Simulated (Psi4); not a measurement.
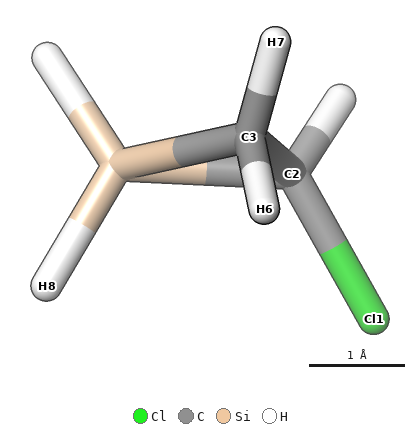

Fig. 1: The structure as given in the input (stick view, seen at a tilt; atoms are numbered from 1 in the order of the input). Bond lengths as drawn: C–C 1.53 Å, C–Cl 1.76 Å, C–H 1.08 to 1.09 Å, C–Si 1.85 Å and H–Si 1.47 to 1.48 Å.

**Single-point calculation of C2H5ClSi**

C2H5ClSi, computed with PBE/cc-pVDZ, RKS (Psi4 1.11).

The geometry comes from this level: PBE0-D4/def2-TZVP.

Input (calc.in)
```
memory 1600 mb

molecule {
  0 1
  Cl    -1.15311088    -0.78725990    -4.26000960
  C     -0.83639278     0.70581271    -1.30372205
  C      1.75820119     0.57655544    -0.02702308
  Si    -0.78896066    -1.08678149     1.70812344
  H     -1.69999762     2.56360246    -1.35020932
  H      3.13562256    -0.60905873    -0.97925608
  H      2.54300445     2.36007896     0.61246024
  H     -0.85566799    -3.87034808     1.58491330
  H     -1.93489058     0.06009329     3.98221986
  units au
  symmetry c1
}

set basis cc-pVDZ
set puream true
set scf_type pk
set dft_radial_points 99
set dft_spherical_points 590

e_tot = energy('pbe')
```

Run as:
```bash
psi4 -n 1 calc.in calc.out
```

Log
```
Psi4 1.11 release

   => Loading Basis Set <=

    Name: CC-PVDZ
    Role: ORBITAL
    Keyword: BASIS

         ---------------------------------------------------------
                                   SCF
                              RKS Reference
                        1 Threads,   1525 MiB Core
         ---------------------------------------------------------

  ==> Geometry <==

    Molecular point group: c1
    Full point group: C1

    Geometry (in Bohr), charge = 0, multiplicity = 1:

       Center              X                  Y                   Z               Mass
    ------------   -----------------  -----------------  -----------------  -----------------
         CL          -0.608058506255    -0.330253946036    -3.028630483135    34.968852682000
         C           -0.291340406255     1.162818663964    -0.072342933135    12.000000000000
         C            2.303253563745     1.033561393964     1.204356036865    12.000000000000
         SI          -0.243908286255    -0.629775536036     2.939502556865    27.976926534650
         H           -1.154945246255     3.020608413964    -0.118830203135     1.007825032230
         H            3.680674933745    -0.152052776036     0.252123036865     1.007825032230
         H            3.088056823745     2.817084913964     1.843839356865     1.007825032230
         H           -0.310615616255    -3.413342126036     2.816292416865     1.007825032230
         H           -1.389838206255     0.517099243964     5.213598976865     1.007825032230

  Running in c1 symmetry.

  Rotational constants: A =      0.35846  B =      0.08966  C =      0.07957 [cm^-1]
  Rotational constants: A =  10746.49965  B =   2687.80887  C =   2385.53581 [MHz]
  Nuclear repulsion =  202.012907197622241

  Charge       = 0
  Multiplicity = 1
  Electrons    = 48
  Nalpha       = 24
  Nbeta        = 24

  ==> Algorithm <==

  SCF Algorithm Type is PK.
  DIIS enabled.
  MOM disabled.
  Fractional occupation disabled.
  Guess Type is SAD.
  Energy threshold   = 1.00e-06
  Density threshold  = 1.00e-06
  Integral threshold = 1.00e-12

  ==> Primary Basis <==

  Basis Set: CC-PVDZ
    Blend: CC-PVDZ
    Number of shells: 43
    Number of basis functions: 89
    Number of Cartesian functions: 93
    Spherical Harmonics?: true
    Max angular momentum: 2

  ==> DFT Potential <==

   => LibXC <=

    Version 7.1.2

   => Composite Functional: PBE <=

    PBE GGA Exchange-Correlation Functional

    Deriv               =              1
    GGA                 =           TRUE
    Meta                =          FALSE

    Exchange Hybrid     =          FALSE
    MP2 Hybrid          =          FALSE

   => Exchange Functionals <=

    1.0000     XC_GGA_X_PBE

   => Correlation Functionals <=

    1.0000     XC_GGA_C_PBE

   => LibXC Density Thresholds  <==

    XC_GGA_C_PBE:  1.00E-12
    XC_GGA_X_PBE:  1.00E-15

   => Molecular Quadrature <=

    Radial Scheme          =       TREUTLER
    Pruning Scheme         =           NONE
    Nuclear Scheme         =       TREUTLER

    Blocking Scheme        =         OCTREE
    BS radius alpha        =              1
    Pruning alpha          =              1
    Radial Points          =             99
    Spherical Points       =            590
    Total Points           =         494507
    Total Blocks           =           3519
    Max Points             =            256
    Max Functions          =             89
    Weights Tolerance      =       1.00E-15

  ==> Integral Setup <==

  Using in-core PK algorithm.
   Calculation information:
      Number of atoms:                   9
      Number of AO shells:              43
      Number of primitives:            169
      Number of atomic orbitals:        93
      Number of basis functions:        89

      Integral cutoff                 1.00e-12
      Number of threads:                 1

  Performing in-core PK
  Using 16044030 doubles for integral storage.
  We computed 442036 shell quartets total.
  Whereas there are 447931 unique shell quartets.

  ==> DiskJK: Disk-Based J/K Matrices <==

    J tasked:                  Yes
    K tasked:                   No
    wK tasked:                  No
    Memory [MiB]:              478
    Schwarz Cutoff:          1E-12

  Cached 50.0% of DFT collocation blocks in 0.580 [GiB].

  Minimum eigenvalue in the overlap matrix is 5.7357349729E-03.
  Reciprocal condition number of the overlap matrix is 1.0506275148E-03.
    Using symmetric orthogonalization.

  ==> Pre-Iterations <==

  SCF Guess: Superposition of Atomic Densities via on-the-fly atomic UHF (no occupation information).

   -------------------------
    Irrep   Nso     Nmo
   -------------------------
     A         89      89
   -------------------------
    Total      89      89
   -------------------------

  ==> Iterations <==

                        Total Energy        Delta E     RMS |[F,P]|

   @RKS iter SAD:  -828.27954278196307   -8.28280e+02   0.00000e+00
   @RKS iter   1:  -827.94893882855524    3.30604e-01   1.01407e-02 DIIS/ADIIS
   @RKS iter   2:  -826.45796384348364    1.49097e+00   1.88010e-02 DIIS/ADIIS
   @RKS iter   3:  -828.39615961103721   -1.93820e+00   1.67890e-03 DIIS/ADIIS
   @RKS iter   4:  -828.40332281917699   -7.16321e-03   1.45846e-03 DIIS/ADIIS
   @RKS iter   5:  -828.41294911988757   -9.62630e-03   3.96370e-04 DIIS/ADIIS
   @RKS iter   6:  -828.41370454165838   -7.55422e-04   8.33182e-05 DIIS
   @RKS iter   7:  -828.41373727464520   -3.27330e-05   1.92668e-05 DIIS
   @RKS iter   8:  -828.41373891617002   -1.64152e-06   6.39750e-06 DIIS
   @RKS iter   9:  -828.41373912559209   -2.09422e-07   1.11629e-06 DIIS
   @RKS iter  10:  -828.41373913245116   -6.85907e-09   2.79844e-07 DIIS
  Energy and wave function converged.

  ==> Post-Iterations <==

   Electrons on quadrature grid:
      Ntotal   =   47.9999983320 ; deviation = -1.668e-06

    Orbital Energies [Eh]
    ---------------------

    Doubly Occupied:

       1A   -100.664692     2A    -65.431638     3A     -9.949077
       4A     -9.906494     5A     -9.164952     6A     -6.990249
       7A     -6.978273     8A     -6.977980     9A     -5.066947
      10A     -3.479064    11A     -3.477487    12A     -3.477069
      13A     -0.788453    14A     -0.693296    15A     -0.532775
      16A     -0.477917    17A     -0.428068    18A     -0.398631
      19A     -0.344231    20A     -0.322621    21A     -0.315766
      22A     -0.275781    23A     -0.240565    24A     -0.210960

    Virtual:

      25A     -0.027928    26A     -0.004839    27A      0.017663
      28A      0.032046    29A      0.066758    30A      0.090431
      31A      0.097304    32A      0.130248    33A      0.158398
      34A      0.226891    35A      0.241673    36A      0.284503
      37A      0.294729    38A      0.321957    39A      0.360403
      40A      0.388053    41A      0.416172    42A      0.424491
      43A      0.462098    44A      0.477007    45A      0.482378
      46A      0.506516    47A      0.530589    48A      0.549176
      49A      0.564236    50A      0.585001    51A      0.601121
      52A      0.620054    53A      0.649091    54A      0.679673
      55A      0.692459    56A      0.722568    57A      0.766865
      58A      0.780378    59A      0.815427    60A      0.865289
      61A      0.870274    62A      0.935323    63A      1.066644
      64A      1.110285    65A      1.177041    66A      1.289452
      67A      1.329830    68A      1.352587    69A      1.380194
      70A      1.419207    71A      1.461622    72A      1.500789
      73A      1.552257    74A      1.567286    75A      1.587690
      76A      1.617741    77A      1.630829    78A      1.744864
      79A      1.769591    80A      1.814295    81A      1.819031
      82A      1.846989    83A      1.916299    84A      1.998158
      85A      2.071309    86A      2.133553    87A      2.359530
      88A      2.406259    89A      2.509213

    Final Occupation by Irrep:
              A
    DOCC [    24 ]
    NA   [    24 ]
    NB   [    24 ]

  @RKS Final Energy:  -828.41373913245116

   => Energetics <=

    Nuclear Repulsion Energy =            202.0129071976222406
    One-Electron Energy =               -1544.0939685690855185
    Two-Electron Energy =                 575.1071556800322924
    DFT Exchange-Correlation Energy =     -61.4398334410202196
    Empirical Dispersion Energy =           0.0000000000000000
    VV10 Nonlocal Energy =                  0.0000000000000000
    Total Energy =                       -828.4137391324511555

Computation Completed

Properties will be evaluated at   0.000000,   0.000000,   0.000000 [a0]

Properties computed using the SCF density matrix

 Multipole Moments:

 ------------------------------------------------------------------------------------
     Multipole            Electronic (a.u.)      Nuclear  (a.u.)        Total (a.u.)
 ------------------------------------------------------------------------------------

 L = 1.  Multiply by 2.5417464519 to convert [e a0] to [Debye]
 Dipole X            :         -2.0637321            2.2331010            0.1693689
 Dipole Y            :         -1.2885803            1.5365034            0.2479232
 Dipole Z            :         -5.8459436            6.4654198            0.6194762
 Magnitude           :                                                    0.6884057

 ------------------------------------------------------------------------------------

	total time  =         24 seconds =       0.40 minutes

    Psi4 run time: 0:00:23.97
```

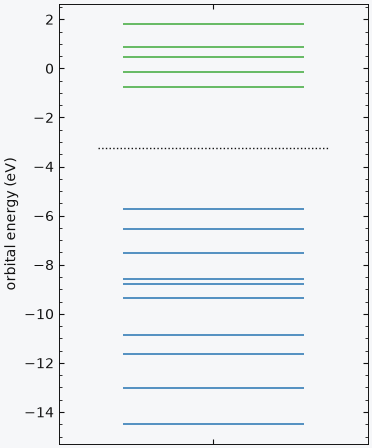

Fig. 2: Orbital energies near the frontier; the dotted line parts filled from empty levels, and levels within 0.02 eV of each other stand side by side. Highest filled −5.74 eV, lowest empty −0.76 eV, 4.98 eV apart.

Results in brief

| quantity | value |
| --- | --- |
| outcome | converged |
| total energy | −828.413739 hartree |
| basis functions | 89 |
| HOMO | −5.74 eV |
| LUMO | −0.76 eV |
| dipole moment | 1.75 D |
| hardware | 1 thread of Intel Xeon (Sapphire Rapids), 16 GiB of memory available, shared host |
| wall time | 25 s |
| peak memory | 1 GiB |
